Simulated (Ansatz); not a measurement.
InSiH₆O₂Cl: several calculations on one system

**1. Relaxation**

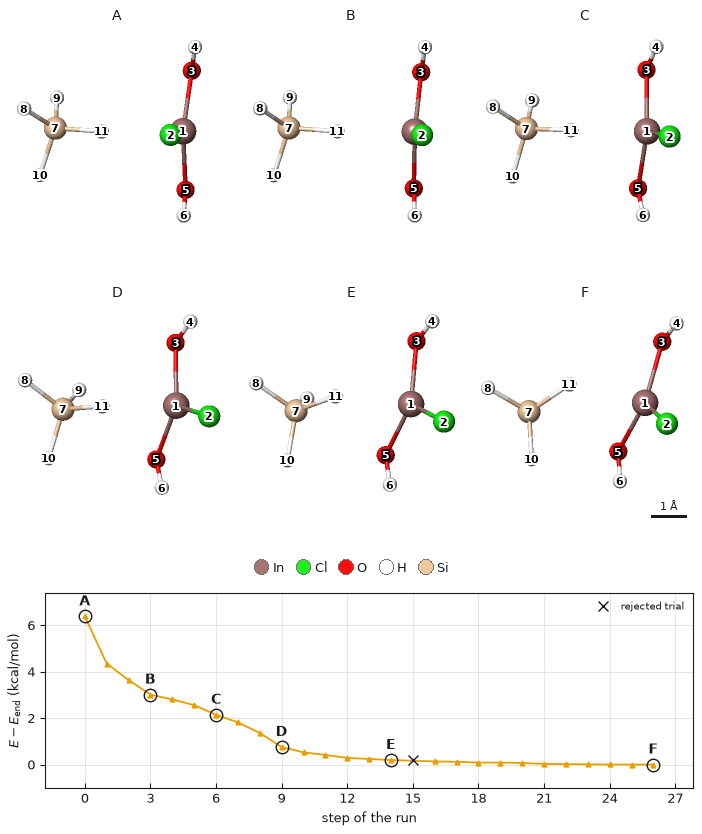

Frames of a relaxation of InSiH6O2Cl, marked on the history of the run. Style: ball-and-stick. Shown from a free direction.

The run prepares an end point of a later path (reaction) calculation, from a guessed geometry.

Level of theory: RKS r2SCAN-D4/def2-SVP in Ansatz.

Input
```yaml
crystal:
  periodic: [false, false, false]
  atoms:
    - { symbol: In, position_ang: [-0.010487, -0.465484, -0.13738] }
    - { symbol: Cl, position_ang: [0.04633, -0.899115, 2.240515] }
    - { symbol: O, position_ang: [1.693837, -0.395798, -1.154312] }
    - { symbol: H, position_ang: [2.42459, -0.689394, -0.592502] }
    - { symbol: O, position_ang: [-1.782081, -0.238862, -1.004728] }
    - { symbol: H, position_ang: [-2.485766, -0.398794, -0.357295] }
    - { symbol: Si, position_ang: [0.10916, 3.001492, 1.224099] }
    - { symbol: H, position_ang: [0.752578, 3.53952, 2.455751] }
    - { symbol: H, position_ang: [0.915, 3.358511, 0.021391] }
    - { symbol: H, position_ang: [-1.276298, 3.532054, 1.082365] }
    - { symbol: H, position_ang: [0.049736, 1.52887, 1.357096] }
basis:
  gaussian: { orbitals: def2-SVP }
hamiltonian:
  xc: r2scan
  dispersion: d4
relax:
  f_tol: 0.03
  max_steps: 50
```

Command:
```bash
ansatz run input.yaml --threads 4 --pin off --max-ram 5120MiB --backend cpu --events-out ev --progress --plain --runs-dir out
```

**What happens along the run?**

The largest moves after the best rigid fit, 1.12 Å, are those of O5 and H9. Largest moves by element: O 1.12 Å, H 1.12 Å, Cl 0.89 Å, Si 0.30 Å, In 0.30 Å. Among the contacts that change: In1–Si7 3.727 → 3.399 Å, In1–H11 2.493 → 2.295 Å, In1–Cl2 2.418 → 2.359 Å, Si7–H11 1.480 → 1.517 Å. Among the angles between lasting bonds that change: H9–Si7–H10 109.9° → 113.8°, H8–Si7–H11 107.6° → 104.3°. After 25 accepted moves (26 points after the start) the energy has fallen by 6.38 kcal/mol. Largest force component: 0.66 eV/Å at the start, 0.02 eV/Å at the end. The line search rejected the trial step at point 15 of the run. Cost: 77 s on 4 threads of Arm Neoverse V2 (shared host), peak memory 0.2 GiB. From step 0 to 3: Cl2 moves most (0.52 Å), energy −3.37 kcal/mol. From step 3 to 6: Cl2 moves most (0.40 Å), energy −0.87 kcal/mol. From step 6 to 9: H9 moves most (0.57 Å), energy −1.39 kcal/mol. From step 9 to 14: H atoms move most (0.34 Å), energy −0.56 kcal/mol. From step 14 to 26: H atoms move most (0.48 Å), energy −0.20 kcal/mol.

```json
{"step": "0", "E − E(0), kcal/mol": "0.00", "largest force component, eV/Å": "0.6648", "note": ""}
{"step": "1", "E − E(0), kcal/mol": "-2.03", "largest force component, eV/Å": "0.1662", "note": ""}
{"step": "2", "E − E(0), kcal/mol": "-2.74", "largest force component, eV/Å": "0.1525", "note": ""}
{"step": "3", "E − E(0), kcal/mol": "-3.37", "largest force component, eV/Å": "0.2051", "note": ""}
{"step": "4", "E − E(0), kcal/mol": "-3.57", "largest force component, eV/Å": "0.2609", "note": ""}
{"step": "5", "E − E(0), kcal/mol": "-3.82", "largest force component, eV/Å": "0.2297", "note": ""}
{"step": "6", "E − E(0), kcal/mol": "-4.23", "largest force component, eV/Å": "0.2927", "note": ""}
{"step": "7", "E − E(0), kcal/mol": "-4.56", "largest force component, eV/Å": "0.2783", "note": ""}
{"step": "8", "E − E(0), kcal/mol": "-5.02", "largest force component, eV/Å": "0.2655", "note": ""}
{"step": "9", "E − E(0), kcal/mol": "-5.62", "largest force component, eV/Å": "0.2216", "note": ""}
{"step": "10", "E − E(0), kcal/mol": "-5.85", "largest force component, eV/Å": "0.2099", "note": ""}
{"step": "11", "E − E(0), kcal/mol": "-5.96", "largest force component, eV/Å": "0.1585", "note": ""}
{"step": "12", "E − E(0), kcal/mol": "-6.09", "largest force component, eV/Å": "0.0446", "note": ""}
{"step": "13", "E − E(0), kcal/mol": "-6.13", "largest force component, eV/Å": "0.0742", "note": ""}
{"step": "14", "E − E(0), kcal/mol": "-6.19", "largest force component, eV/Å": "0.0860", "note": ""}
{"step": "15", "E − E(0), kcal/mol": "-6.16", "largest force component, eV/Å": "0.2306", "note": "rejected"}
{"step": "16", "E − E(0), kcal/mol": "-6.24", "largest force component, eV/Å": "0.0771", "note": ""}
{"step": "17", "E − E(0), kcal/mol": "-6.26", "largest force component, eV/Å": "0.1336", "note": ""}
{"step": "18", "E − E(0), kcal/mol": "-6.29", "largest force component, eV/Å": "0.0706", "note": ""}
{"step": "19", "E − E(0), kcal/mol": "-6.29", "largest force component, eV/Å": "0.0688", "note": ""}
{"step": "20", "E − E(0), kcal/mol": "-6.31", "largest force component, eV/Å": "0.0507", "note": ""}
{"step": "21", "E − E(0), kcal/mol": "-6.35", "largest force component, eV/Å": "0.0676", "note": ""}
{"step": "22", "E − E(0), kcal/mol": "-6.36", "largest force component, eV/Å": "0.0420", "note": ""}
{"step": "23", "E − E(0), kcal/mol": "-6.37", "largest force component, eV/Å": "0.0394", "note": ""}
{"step": "24", "E − E(0), kcal/mol": "-6.38", "largest force component, eV/Å": "0.0344", "note": ""}
{"step": "25", "E − E(0), kcal/mol": "-6.38", "largest force component, eV/Å": "0.0249", "note": ""}
{"step": "26", "E − E(0), kcal/mol": "-6.38", "largest force component, eV/Å": "0.0199", "note": ""}
```

Limits of the set-up: the start holds two separate molecules, 2.5 Å apart at their closest, whose relative position is a soft coordinate.

**2. Relaxation**

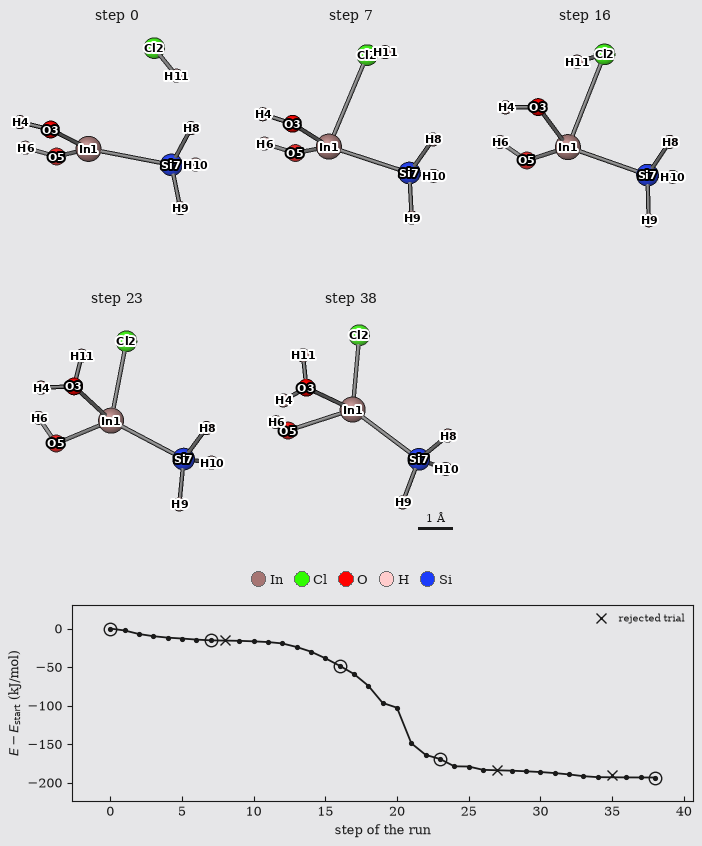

Frames of a relaxation of InSiH6O2Cl, marked on the history of the run. The picture is a ball-and-stick view, seen face on.

The run prepares an end point of a later path (reaction) calculation, from a guessed geometry.

Theory: Ansatz, RKS r2SCAN-D4/def2-SVP. (no spin polarisation; force threshold 0.03 eV/Å; at most 50 steps)

> Describe the path.

The atom that moves furthest after the best rigid fit is H11 (3.37 Å). Largest moves by element: H 3.37 Å, In 1.19 Å, Cl 1.11 Å, O 1.01 Å, Si 0.53 Å. Among the contacts that change: O3–H11 4.290 → 0.970 Å, Cl2–H11 1.335 → 3.127 Å, In1–Cl2 3.635 → 2.392 Å, In1–O3 2.011 → 2.325 Å. New bonds form, among them: In1–Cl2 (3.63 → 2.39 Å), O3–H11 (4.29 → 0.97 Å). Bonds break, among them: Cl2–H11 (1.34 → 3.13 Å). Among the angles between lasting bonds that change: O3–In1–O5 116.6° → 71.0°, In1–O3–H4 113.5° → 80.4°, O3–In1–Si7 120.4° → 115.7°. After 35 accepted moves (38 points after the start) the energy has fallen by 193.2 kJ/mol. The largest force component goes from 0.95 to 0.015 eV/Å. The line search rejected the trial steps at points 8, 27, 35 of the run. From step 0 to 7: H11 moves most (1.05 Å), energy −15.3 kJ/mol. From step 7 to 16: H11 moves most (1.24 Å), energy −32.9 kJ/mol. From step 16 to 23: H11 moves most (0.92 Å), energy −121.0 kJ/mol. From step 23 to 38: H4 moves most (0.82 Å), energy −24.0 kJ/mol.

**3. Path**

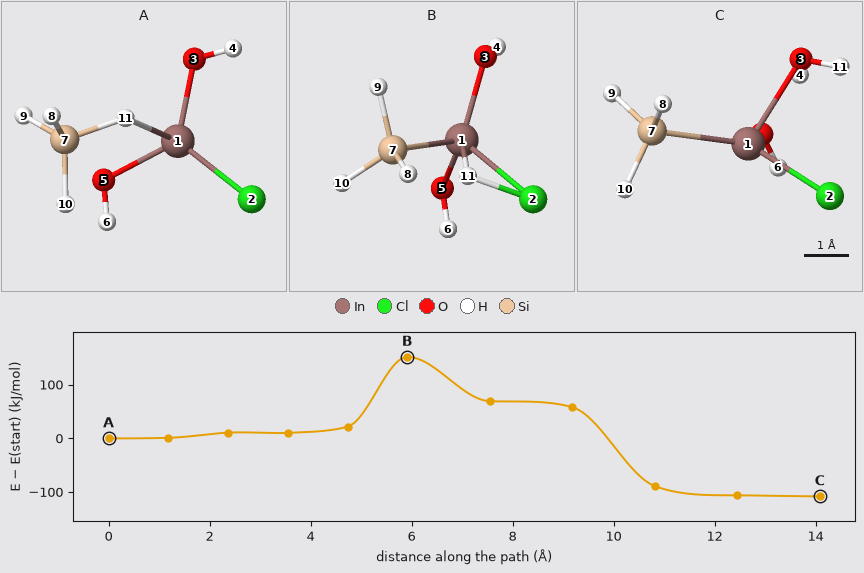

NEB run on InSiH₆O₂Cl, made up at the start of InH$_{2}$O$_{2}$Cl and SiH4. Images are numbered from 0 (start) to 10 (end). Frames A to C are images 0, 5, 10. Style: ball-and-stick. Shown at a tilt.

Method: RKS r2SCAN-D4/def2-SVP in Ansatz 0.2.0. Run with 9 movable images; climbing image; force threshold 0.03 eV/Å; iteration limit 60; starting path through a guess of the saddle point.

### What happens along the path, and what is the barrier?

Breaking: Si7–H11 (1.52 → 1.87 at the top → 4.76 Å). Forming: In1–Si7 (3.40 → 2.79 at the top → 2.55 Å), O3–H11 (3.17 → 3.41 at the top → 0.97 Å). Forward barrier 151.8 kJ/mol, backward barrier 259.8 kJ/mol, with image 5 at the top; the reaction energy is −108.0 kJ/mol. The band converged in 40 iterations. The largest component of the band force went from 13 to 0.019 eV/Å. The climbing image converged on the top of the path. Its vibrational analysis gives 2 imaginary modes over 30i cm⁻¹, so it isn't confirmed as a transition state.

Limits of the set-up: the start holds two separate molecules, 2.3 Å apart at their closest, whose relative position is a soft coordinate.

Cost: 16 min on 4 threads of Arm Neoverse V2 (shared host), peak memory 0.23 GiB.
